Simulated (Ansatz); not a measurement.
**InH3 (SMILES [H][In]([H])[H]) at revPBE/STO-3G**

Aim: the vertical ionisation energy of InH3 at revPBE/STO-3G, from 2 runs. 

The results are computed with Ansatz 0.2.0.

27 further runs of the same task are left out: 1 that didn't finish, 26 set aside as unsound or not needed.

**1. The molecule**

InH3: 4 atoms, total charge 0, spin state singlet. SMILES: `[H][In]([H])[H]`. Geometry: a GFN2-xTB relaxation, a rough one for these elements and not checked as a minimum.

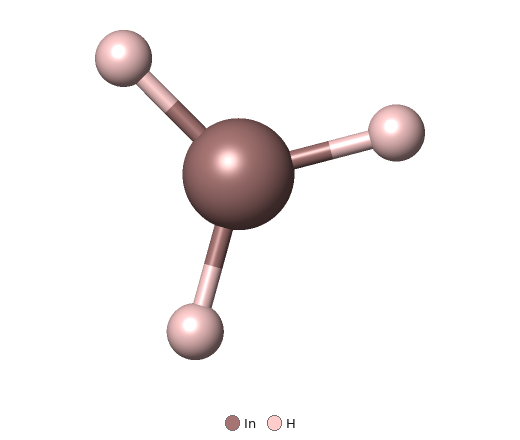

The structure, seen from a chosen angle (indium brown, hydrogen pink).

**2. A single-point energy at revPBE/STO-3G**

run.yaml

```yaml
crystal:
  periodic: [false, false, false]
  atoms:
    - {symbol: In, position_ang: [0.000640, -0.000740, -0.000540]}
    - {symbol: H, position_ang: [1.718930, -0.027790, 0.013510]}
    - {symbol: H, position_ang: [-0.834510, 1.501400, -0.017780]}
    - {symbol: H, position_ang: [-0.885060, -1.472880, 0.004810]}
basis:
  gaussian:
    orbitals: STO-3G
accuracy: high
hamiltonian:
  xc: {name: revPBE}
```

Launch:

```bash
ansatz run run.yaml --threads 1 --pin off --max-ram 2610MiB --events-out events.jsonl --progress --plain --runs-dir runs
```

What it wrote:

```text
Warning: RAYON_NUM_THREADS=1 ignored (pool sized by the plan → 1); use --threads N
Functional definition: revPBE
  name "revPBE"
  parameter kappa = 1.245
  parameter beta = 0.06672455060314922
  exchange = pbe_x(kappa = kappa, mu = beta*pi^2/3)
  correlation = pbe_c(beta = beta)
527 factors; integrals over basis functions are off by at most 4.0e-9 eV
mean field evaluation 1: about -154729.2593 eV, gradient 2.5e1 eV
mean field evaluation 2: about -154730.3550 eV, gradient 1.7e1 eV
mean field evaluation 4: about -154731.6951 eV, gradient 1.3e-1 eV
mean field evaluation 8: about -154731.6347 eV, gradient 1.8e-3 eV
mean field -154731.63470448 eV, -5686.2826945207 hartree, gradient 4.2e-9 eV, S^2 0.000000; 0 other end points of the search recorded, 0 dependent functions left out
reference -154731.63470666 eV, -5686.2826946008 hartree; 26, 26 occupied and 4, 4 virtual orbitals, 527 factors
Total energy: -154731.63470666 eV, -5686.2826946008 hartree
```

Run time: 0.6 s. Hardware: 1 thread of AMD EPYC 9R45 (Zen 5), shared host.

**3. The doublet cation at the same level**

job.yaml

```yaml
basis:
  gaussian:
    orbitals: STO-3G
crystal:
  periodic: [false, false, false]
  atoms:
    - symbol: In
      position_ang: [0.000640, -0.000740, -0.000540]
    - symbol: H
      position_ang: [1.718930, -0.027790, 0.013510]
    - symbol: H
      position_ang: [-0.834510, 1.501400, -0.017780]
    - symbol: H
      position_ang: [-0.885060, -1.472880, 0.004810]
total_charge: 1
magnetization:
  spin_polarized: true
  initial_magnetization: 1
hamiltonian:
  xc: {name: revPBE}
accuracy: high
```

Launch:

```bash
ansatz run job.yaml --threads 1 --pin off --max-ram 2610MiB --events-out events.jsonl --progress --plain --runs-dir runs
```

What it wrote (excerpt; [...] marks lines left out):

```text
Warning: RAYON_NUM_THREADS=1 ignored (pool sized by the plan → 1); use --threads N
[... 6 set-up lines as earlier in the session ...]
523 factors; integrals over basis functions are off by at most 4.0e-9 eV
mean field evaluation 1: about -154714.0227 eV, gradient 3.2e1 eV
mean field evaluation 2: about -154717.8028 eV, gradient 2.2e1 eV
mean field evaluation 4: about -154722.9485 eV, gradient 7.7e0 eV
mean field evaluation 8: about -154723.2730 eV, gradient 5.7e0 eV
mean field evaluation 16: about -154723.6814 eV, gradient 1.5e-3 eV
mean field evaluation 32: about -154723.6839 eV, gradient 1.5e-8 eV
mean field -154723.68831420 eV, -5685.9906700641 hartree, gradient 1.0e-8 eV, S^2 0.752501; 6 other end points of the search recorded, 0 dependent functions left out
reference -154723.68831643 eV, -5685.9906701462 hartree; 26, 25 occupied and 4, 5 virtual orbitals, 523 factors
Total energy: -154723.68831643 eV, -5685.9906701462 hartree
```

It took 2.6 s on 1 thread of AMD EPYC 9R45 (Zen 5), shared host; peak memory 0.14 GiB.

**4. Results**

At revPBE/STO-3G:

```
                                          quantity           value
                        singlet InH3: total energy  -5686.28269 Eh
                      doublet cation: total energy  -5685.99067 Eh
                              doublet cation: ⟨S²⟩           0.753
vertical ionisation energy (to the doublet cation)        7.946 eV
```

What this shows: The vertical ionisation energy comes to 7.95 eV (183 kcal/mol). In a minimal basis such a difference can be off by several eV, whatever the method. Relativity is left out (singlet InH3) although the molecule holds a heavy atom. Relativity is left out (doublet cation) although the molecule holds a heavy atom.
